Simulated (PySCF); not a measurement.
# C3H8BNS: NMR shifts at several levels of theory, part 2 of 2

PySCF 2.14.0. Atoms count from 0.

## 8. Nuclear shieldings: CAM-B3LYP/pcSseg-1

The job: settings as JSON, then the geometry in Å.

```
{"job": {"kind": "nmr", "xc": "CAM-B3LYP", "basis": "pcSseg-1", "pop": false}, "charge": 0, "multiplicity": 1}
C      3.033150     1.092140     0.105418
C      2.006462     0.239583     0.185518
S      0.322677     0.710908     0.263578
C     -0.517513    -0.888532     0.308584
B     -2.089281    -0.767569     0.178844
N     -2.731520     0.435805    -0.075021
H      2.890858     2.175944     0.076857
H      4.057224     0.714539     0.067433
H      2.179577    -0.842381     0.213793
H     -0.162728    -1.525120    -0.521456
H     -0.274580    -1.422057     1.243616
H     -2.760619    -1.770652     0.293099
H     -2.233226     1.309895    -0.201408
H     -3.735024     0.516054    -0.168326
```

With the program's defaults for keys left out, this is: GIAO CAM-B3LYP/pcSseg-1 NMR shielding, non-relativistic, gas phase.

Log:

```text
coarse grid: 11992 points
cycle   1  E = -596.7217711891  dE =  6.334e-01  |g| = 3.877e-01  |ddm| = 3.242e+00
cycle   2  E = -596.7343736262  dE = -1.260e-02  |g| = 3.642e-01  |ddm| = 5.660e-01
cycle   3  E = -596.7617130094  dE = -2.734e-02  |g| = 6.067e-02  |ddm| = 2.455e-01
cycle   4  E = -596.7625459230  dE = -8.329e-04  |g| = 2.241e-02  |ddm| = 6.257e-02
cycle   5  E = -596.7626713254  dE = -1.254e-04  |g| = 5.236e-03  |ddm| = 2.295e-02
cycle   6  E = -596.7626777151  dE = -6.390e-06  |g| = 2.308e-03  |ddm| = 6.096e-03
final grid: 110552 points
cycle   7  E = -596.8062832593  dE = -2.090e-05  |g| = 5.683e-03  |ddm| = 1.469e-02
cycle   8  E = -596.8062815877  dE =  1.672e-06  |g| = 6.468e-03  |ddm| = 7.110e-03
cycle   9  E = -596.8062904232  dE = -8.836e-06  |g| = 4.516e-04  |ddm| = 3.753e-03
cycle  10  E = -596.8062904686  dE = -4.539e-08  |g| = 1.724e-04  |ddm| = 4.227e-04
cycle  11  E = -596.8062904765  dE = -7.875e-09  |g| = 4.916e-05  |ddm| = 1.933e-04
cycle  12  E = -596.8062904771  dE = -5.959e-10  |g| = 1.497e-05  |ddm| = 6.190e-05
converged SCF energy = -596.8062904771

GIAO shielding tensors (ppm)
atom      isotropic    diamagn.    paramagn.     s11        s22        s33       span
  0 C       65.333     251.967    -186.634    -52.769     88.027    160.739    213.508
  1 C       30.592     259.757    -229.165    -83.722     49.928    125.571    209.293
  2 S      490.236    1060.119    -569.883    308.100    428.237    734.371    426.271
  3 C      154.734     254.039     -99.305    135.620    150.251    178.331     42.710
  4 B       57.958     191.578    -133.620     15.854     42.755    115.265     99.412
  5 N      150.325     317.074    -166.749     46.389    186.345    218.241    171.852
  6 H       26.142      30.745      -4.603     23.069     24.494     30.863      7.794
  7 H       26.105      27.828      -1.723     22.562     24.882     30.870      8.308
  8 H       25.293      32.119      -6.827     22.545     23.773     29.561      7.016
  9 H       29.307      32.409      -3.102     24.616     27.922     35.382     10.766
 10 H       28.953      31.616      -2.663     23.698     27.628     35.532     11.834
 11 H       26.415      28.221      -1.806     25.220     25.966     28.059      2.840
 12 H       26.962      32.564      -5.602     20.721     28.586     31.579     10.858
 13 H       27.144      27.376      -0.232     22.550     23.731     35.152     12.602
```

It took 26 s on 1 thread of Arm Neoverse N1, shared host; peak memory 0.88 GiB.

This run: δ C1 151.9, C0 117.1, C3 27.7, S2 -3, H8 6.04, H7 5.22 ppm.

## 9. Shielding tensors: wB97X-D/pcSseg-1

The job, as its differences from that of step 8:

```diff
@@ -1,2 +1,2 @@
-{"job": {"kind": "nmr", "xc": "CAM-B3LYP", "basis": "pcSseg-1", "pop": false}, "charge": 0, "multiplicity": 1}
+{"job": {"kind": "nmr", "xc": "wB97X-D", "basis": "pcSseg-1", "pop": false}, "charge": 0, "multiplicity": 1}
 C      3.033150     1.092140     0.105418
```

With the program's defaults for keys left out, this is: GIAO wB97X-D/pcSseg-1 NMR shielding, non-relativistic, gas phase.

Log:

```text
coarse grid: 11992 points
cycle   1  E = -596.7615560674  dE =  6.692e-01  |g| = 3.733e-01  |ddm| = 3.229e+00
cycle   2  E = -596.7807906281  dE = -1.923e-02  |g| = 3.173e-01  |ddm| = 5.523e-01
cycle   3  E = -596.8013930281  dE = -2.060e-02  |g| = 5.187e-02  |ddm| = 2.164e-01
cycle   4  E = -596.8021002972  dE = -7.073e-04  |g| = 1.771e-02  |ddm| = 5.864e-02
cycle   5  E = -596.8021872026  dE = -8.691e-05  |g| = 3.630e-03  |ddm| = 2.200e-02
cycle   6  E = -596.8021910090  dE = -3.806e-06  |g| = 1.875e-03  |ddm| = 5.589e-03
final grid: 110552 points
cycle   7  E = -596.8387955380  dE = -1.332e-04  |g| = 8.050e-03  |ddm| = 3.314e-02
cycle   8  E = -596.8387967266  dE = -1.189e-06  |g| = 8.019e-03  |ddm| = 9.496e-03
cycle   9  E = -596.8388091222  dE = -1.240e-05  |g| = 5.746e-04  |ddm| = 4.029e-03
cycle  10  E = -596.8388092105  dE = -8.829e-08  |g| = 2.435e-04  |ddm| = 9.426e-04
cycle  11  E = -596.8388092284  dE = -1.790e-08  |g| = 7.743e-05  |ddm| = 3.947e-04
cycle  12  E = -596.8388092305  dE = -2.132e-09  |g| = 1.998e-05  |ddm| = 1.294e-04
cycle  13  E = -596.8388092307  dE = -1.946e-10  |g| = 7.809e-06  |ddm| = 4.832e-05
converged SCF energy = -596.8388092307

GIAO shielding tensors (ppm)
atom      isotropic    diamagn.    paramagn.     s11        s22        s33       span
  0 C       68.337     252.714    -184.377    -47.066     89.732    162.346    209.412
  1 C       36.213     260.405    -224.193    -74.984     55.090    128.531    203.515
  2 S      504.257    1060.243    -555.986    328.209    439.440    745.122    416.913
  3 C      157.867     255.299     -97.431    139.233    153.746    180.622     41.390
  4 B       62.720     191.565    -128.845     22.473     48.348    117.340     94.868
  5 N      153.240     317.913    -164.674     52.542    188.133    219.043    166.501
  6 H       26.131      30.644      -4.513     22.993     24.499     30.901      7.908
  7 H       26.088      27.897      -1.809     22.525     24.905     30.834      8.309
  8 H       25.329      32.176      -6.847     22.535     23.898     29.554      7.019
  9 H       29.354      32.569      -3.214     24.593     27.920     35.549     10.956
 10 H       29.009      31.771      -2.761     23.711     27.629     35.688     11.978
 11 H       26.477      28.202      -1.725     25.260     26.001     28.170      2.911
 12 H       27.026      32.688      -5.662     20.757     28.679     31.642     10.885
 13 H       27.242      27.310      -0.068     22.594     23.807     35.325     12.731
```

Wall time 25 s (1 thread of Arm Neoverse N1, shared host); peak memory 0.82 GiB.

Key values: δ C1 148.3, C0 116.2, C3 26.7, S2 -11, H8 6.05, H7 5.29 ppm.

## 10. Shielding tensors: LC-wPBE/pcSseg-1

The job, as its differences from that of step 9:

```diff
@@ -1,2 +1,2 @@
-{"job": {"kind": "nmr", "xc": "wB97X-D", "basis": "pcSseg-1", "pop": false}, "charge": 0, "multiplicity": 1}
+{"job": {"kind": "nmr", "xc": "LC-wPBE", "basis": "pcSseg-1", "pop": false}, "charge": 0, "multiplicity": 1}
 C      3.033150     1.092140     0.105418
```

Method: GIAO LC-wPBE/pcSseg-1 NMR shielding, non-relativistic, gas phase.

Log:

```text
coarse grid: 11992 points
cycle   1  E = -596.5687702891  dE =  7.639e-01  |g| = 3.739e-01  |ddm| = 3.215e+00
cycle   2  E = -596.5977553012  dE = -2.899e-02  |g| = 2.717e-01  |ddm| = 5.394e-01
cycle   3  E = -596.6126721615  dE = -1.492e-02  |g| = 5.722e-02  |ddm| = 1.968e-01
cycle   4  E = -596.6136718127  dE = -9.997e-04  |g| = 1.421e-02  |ddm| = 7.019e-02
cycle   5  E = -596.6137392705  dE = -6.746e-05  |g| = 3.902e-03  |ddm| = 2.370e-02
cycle   6  E = -596.6137456394  dE = -6.369e-06  |g| = 1.736e-03  |ddm| = 7.006e-03
final grid: 110552 points
cycle   7  E = -596.6583926933  dE = -4.045e-05  |g| = 7.802e-03  |ddm| = 2.292e-02
cycle   8  E = -596.6583967760  dE = -4.083e-06  |g| = 5.951e-03  |ddm| = 7.692e-03
cycle   9  E = -596.6584024828  dE = -5.707e-06  |g| = 5.965e-04  |ddm| = 3.510e-03
cycle  10  E = -596.6584025641  dE = -8.126e-08  |g| = 2.221e-04  |ddm| = 5.447e-04
cycle  11  E = -596.6584025807  dE = -1.659e-08  |g| = 6.366e-05  |ddm| = 3.481e-04
cycle  12  E = -596.6584025827  dE = -2.094e-09  |g| = 1.603e-05  |ddm| = 1.332e-04
cycle  13  E = -596.6584025829  dE = -2.049e-10  |g| = 5.804e-06  |ddm| = 5.492e-05
converged SCF energy = -596.6584025829

GIAO shielding tensors (ppm)
atom      isotropic    diamagn.    paramagn.     s11        s22        s33       span
  0 C       67.463     252.494    -185.031    -54.070     88.510    167.949    222.020
  1 C       37.748     260.495    -222.746    -80.620     57.607    136.259    216.879
  2 S      524.375    1060.056    -535.681    343.668    457.275    772.181    428.513
  3 C      163.614     255.763     -92.150    146.372    159.788    184.681     38.309
  4 B       60.347     191.144    -130.797     16.965     43.261    120.816    103.851
  5 N      156.440     317.476    -161.036     52.290    191.644    225.387    173.096
  6 H       25.961      30.462      -4.501     22.630     24.304     30.949      8.319
  7 H       25.900      27.839      -1.939     22.304     24.717     30.678      8.374
  8 H       25.234      32.047      -6.813     22.309     23.818     29.574      7.265
  9 H       29.399      32.583      -3.184     24.432     27.937     35.828     11.395
 10 H       29.046      31.831      -2.785     23.571     27.622     35.944     12.373
 11 H       26.279      28.043      -1.764     25.091     25.822     27.922      2.830
 12 H       26.936      32.522      -5.586     20.657     28.586     31.565     10.908
 13 H       27.140      27.342      -0.202     22.466     23.656     35.298     12.832
```

Wall time 34 s (1 thread of Arm Neoverse N1, shared host); peak memory 0.83 GiB.

Key values: δ C1 150.8, C0 121.1, C3 25.0, S2 -31, H8 6.09, H7 5.43 ppm.

## 11. Shielding tensors: PBE0/6-31G

The job, as its differences from that of step 10:

```diff
@@ -1,2 +1,2 @@
-{"job": {"kind": "nmr", "xc": "LC-wPBE", "basis": "pcSseg-1", "pop": false}, "charge": 0, "multiplicity": 1}
+{"job": {"kind": "nmr", "xc": "PBE0", "basis": "6-31G", "pop": true}, "charge": 0, "multiplicity": 1}
 C      3.033150     1.092140     0.105418
```

Method: GIAO PBE0/6-31G NMR shielding, non-relativistic, gas phase.

Log:

```text
coarse grid: 11992 points
cycle   1  E = -596.4792510547  dE =  5.918e-01  |g| = 4.031e-01  |ddm| = 3.526e+00
cycle   2  E = -596.4692916778  dE =  9.959e-03  |g| = 4.636e-01  |ddm| = 8.319e-01
cycle   3  E = -596.5209737793  dE = -5.168e-02  |g| = 8.774e-02  |ddm| = 4.363e-01
cycle   4  E = -596.5230433557  dE = -2.070e-03  |g| = 2.327e-02  |ddm| = 1.103e-01
cycle   5  E = -596.5231675407  dE = -1.242e-04  |g| = 1.022e-02  |ddm| = 3.056e-02
cycle   6  E = -596.5231946635  dE = -2.712e-05  |g| = 1.680e-03  |ddm| = 1.019e-02
cycle   7  E = -596.5231953006  dE = -6.371e-07  |g| = 6.823e-04  |ddm| = 2.362e-03
final grid: 110552 points
cycle   8  E = -596.4624634767  dE = -8.409e-06  |g| = 9.362e-03  |ddm| = 2.329e-02
cycle   9  E = -596.4624525925  dE =  1.088e-05  |g| = 1.138e-02  |ddm| = 2.238e-02
cycle  10  E = -596.4624877643  dE = -3.517e-05  |g| = 6.688e-04  |ddm| = 1.247e-02
cycle  11  E = -596.4624878864  dE = -1.221e-07  |g| = 2.046e-04  |ddm| = 8.107e-04
cycle  12  E = -596.4624878967  dE = -1.036e-08  |g| = 5.316e-05  |ddm| = 2.373e-04
cycle  13  E = -596.4624878974  dE = -6.874e-10  |g| = 2.246e-05  |ddm| = 6.973e-05
converged SCF energy = -596.4624878974

GIAO shielding tensors (ppm)
atom      isotropic    diamagn.    paramagn.     s11        s22        s33       span
  0 C       91.727     256.267    -164.541     -8.159    107.062    176.277    184.436
  1 C       63.805     264.295    -200.490    -33.855     78.626    146.644    180.499
  2 S      588.843    1057.875    -469.032    445.838    537.284    783.407    337.568
  3 C      171.503     254.898     -83.395    152.480    166.102    195.927     43.447
  4 B       81.193     193.244    -112.052     46.689     65.028    131.861     85.171
  5 N      166.057     322.500    -156.442     68.205    196.172    233.795    165.590
  6 H       27.205      31.156      -3.951     24.398     25.625     31.593      7.195
  7 H       27.059      29.112      -2.053     23.927     25.925     31.326      7.399
  8 H       26.381      32.241      -5.860     23.138     25.651     30.353      7.215
  9 H       30.329      32.081      -1.752     25.215     29.078     36.695     11.480
 10 H       30.009      31.577      -1.568     24.599     28.676     36.752     12.152
 11 H       26.996      28.872      -1.877     26.161     26.296     28.531      2.370
 12 H       28.317      31.278      -2.960     22.104     29.721     33.126     11.022
 13 H       28.536      28.252       0.284     24.193     24.768     36.646     12.453
```

Run time: 11 s. Hardware: 1 thread of Arm Neoverse N1, shared host; peak memory 0.48 GiB.

This run: δ C1 135.7, C0 107.8, C3 28.0, S2 -48, H8 6.23, H11 5.62 ppm.

## 12. NMR shieldings: PBE0/STO-3G

The job, as its differences from that of step 11:

```diff
@@ -1,2 +1,2 @@
-{"job": {"kind": "nmr", "xc": "PBE0", "basis": "6-31G", "pop": true}, "charge": 0, "multiplicity": 1}
+{"job": {"kind": "nmr", "xc": "PBE0", "basis": "STO-3G", "pop": true}, "charge": 0, "multiplicity": 1}
 C      3.033150     1.092140     0.105418
```

With the program's defaults for keys left out, this is: GIAO PBE0/STO-3G NMR shielding, non-relativistic, gas phase.

Log:

```text
coarse grid: 11992 points
cycle   1  E = -589.7164918563  dE =  3.927e-01  |g| = 3.291e-01  |ddm| = 4.760e+00
cycle   2  E = -589.7160180167  dE =  4.738e-04  |g| = 3.557e-01  |ddm| = 8.559e-01
cycle   3  E = -589.7518358403  dE = -3.582e-02  |g| = 6.620e-02  |ddm| = 4.790e-01
cycle   4  E = -589.7531558443  dE = -1.320e-03  |g| = 2.372e-02  |ddm| = 1.119e-01
cycle   5  E = -589.7533194831  dE = -1.636e-04  |g| = 6.734e-03  |ddm| = 3.680e-02
cycle   6  E = -589.7533334299  dE = -1.395e-05  |g| = 1.236e-03  |ddm| = 9.433e-03
cycle   7  E = -589.7533338941  dE = -4.642e-07  |g| = 2.813e-04  |ddm| = 2.041e-03
final grid: 110552 points
cycle   8  E = -589.7360460228  dE = -7.415e-06  |g| = 4.891e-03  |ddm| = 1.666e-02
cycle   9  E = -589.7360469315  dE = -9.087e-07  |g| = 4.652e-03  |ddm| = 1.456e-02
cycle  10  E = -589.7360544241  dE = -7.493e-06  |g| = 2.369e-04  |ddm| = 7.255e-03
cycle  11  E = -589.7360544453  dE = -2.123e-08  |g| = 2.741e-05  |ddm| = 3.953e-04
cycle  12  E = -589.7360544454  dE = -5.252e-11  |g| = 2.450e-05  |ddm| = 6.986e-05
converged SCF energy = -589.7360544454

GIAO shielding tensors (ppm)
atom      isotropic    diamagn.    paramagn.     s11        s22        s33       span
  0 C      139.417     252.960    -113.543     53.765    151.692    212.795    159.030
  1 C      112.681     257.026    -144.345     28.625    115.736    193.681    165.056
  2 S      681.606    1046.126    -364.519    561.926    696.597    786.296    224.370
  3 C      209.434     247.869     -38.435    197.622    201.991    228.690     31.068
  4 B       89.413     197.040    -107.627     53.435     73.218    141.585     88.150
  5 N      235.398     311.945     -76.547    167.524    253.913    284.758    117.234
  6 H       28.173      31.440      -3.267     25.656     25.931     32.933      7.277
  7 H       27.921      29.267      -1.345     25.138     26.140     32.485      7.347
  8 H       27.183      33.152      -5.968     24.073     26.079     31.398      7.326
  9 H       31.475      32.811      -1.335     25.897     29.763     38.767     12.870
 10 H       31.232      31.886      -0.654     25.727     29.281     38.686     12.959
 11 H       28.045      29.957      -1.912     26.742     27.562     29.831      3.088
 12 H       28.301      31.191      -2.890     21.755     29.607     33.540     11.786
 13 H       28.271      27.987       0.284     23.105     24.997     36.712     13.607
```

Run time: 5.5 s. Hardware: 1 thread of Arm Neoverse N1, shared host; peak memory 0.44 GiB.

Key values: δ C1 122.0, C0 95.3, C3 25.3, S2 -57, H8 5.42, H7 4.68 ppm.

## 13. Run by run: NMR shifts

Shifts (ppm) of some atoms, chosen among heavy atoms and hydrogens apart, means over like atoms, with basis size and wall time:

```
               run     C1     C0   H11    H9   S2    B4     N5  functions   time
     PBE0/pcSseg-1  147.6  114.5  4.99  2.33   -5  39.2  116.8        149   19 s
 mPW1PW91/pcSseg-1  147.6  114.6  4.96  2.31   -5  39.2  115.6        149   19 s
     WP04/pcSseg-1  147.7  113.2  4.32  2.20   28  39.9  101.3        149   19 s
    B97-2/pcSseg-1  144.1  111.6  4.87  2.32    0  37.9  111.2        149   19 s
BHandHLYP/pcSseg-1  150.2  116.9  4.81  2.14  -18  41.8  110.7        149   18 s
CAM-B3LYP/pcSseg-1  151.9  117.1  4.91  2.20   -3  41.4  117.0        149   26 s
  wB97X-D/pcSseg-1  148.3  116.2  4.90  2.20  -11  38.9  110.7        149   25 s
  LC-wPBE/pcSseg-1  150.8  121.1  5.05  2.10  -31  40.9  111.3        149   34 s
        PBE0/6-31G  135.7  107.8  5.62  2.44  -48  32.0   94.6         74   11 s
       PBE0/STO-3G  122.0   95.3  4.56  1.25  -57  39.3   59.3         42  5.5 s
```

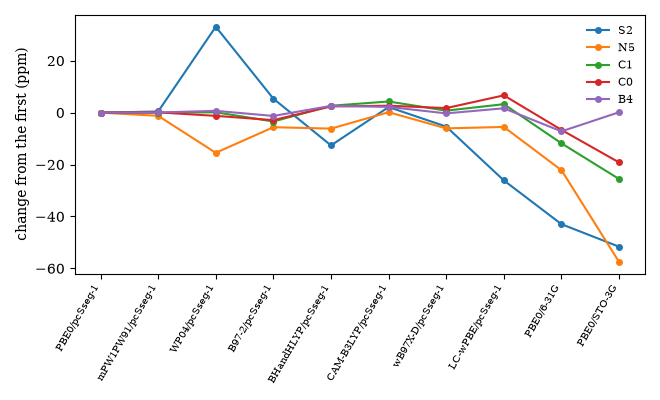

How five of the tabulated atoms move from run to run.

## 14. What came out

The summary covers parts 1 to 2.

| quantity | value |
| --- | --- |
| point group | C1 |
| rotational constants (main isotopes) | 10.34, 1.29, 1.16 GHz |
| ¹³C shifts against TMS (PBE0/pcSseg-1) | 147.6, 114.5, 28.3 ppm |
| ¹H shifts against TMS (PBE0/pcSseg-1, means over atoms taken as alike) | 6.10, 5.28, 5.21, 4.99, 4.36, 2.33 ppm |
| ³³S shifts against CS2 (PBE0/pcSseg-1) | -5 ppm |
| ¹¹B shifts against BF3·OEt2 (PBE0/pcSseg-1) | 39.2 ppm |
| ¹⁵N shifts against NH3 (PBE0/pcSseg-1) | 116.8 ppm |
| range of the shift of S2 (minimal bases aside) | -48 to 28 ppm |
| property runs in this session | 10, of which 0 failed and 1 gave unsound results |

**Reading.** Single values in the summary come from the first sound run of each kind (PBE0/pcSseg-1), which need not be the best level. The start of the PBE0/def2-SVP relaxation was shaken at random by about 0.01 Å, so part of the energy gained, and of the first lengths quoted, undoes that. Relaxing lowered the energy by 0.141 eV in 6 steps; the close pair that moved most is B4–H11, from 1.163 to 1.212 Å. No frequency check was run at this level, so the end point may be a saddle. At PBE0/pcSseg-1: The largest span, 402 ppm, is at S2, where the paramagnetic term is -559 ppm. Leaving out the minimal-basis runs, which are unusable for shieldings: Across the 9 runs the shift of S2 moves most, between -48 (PBE0/6-31G) and 28 ppm (WP04/pcSseg-1).
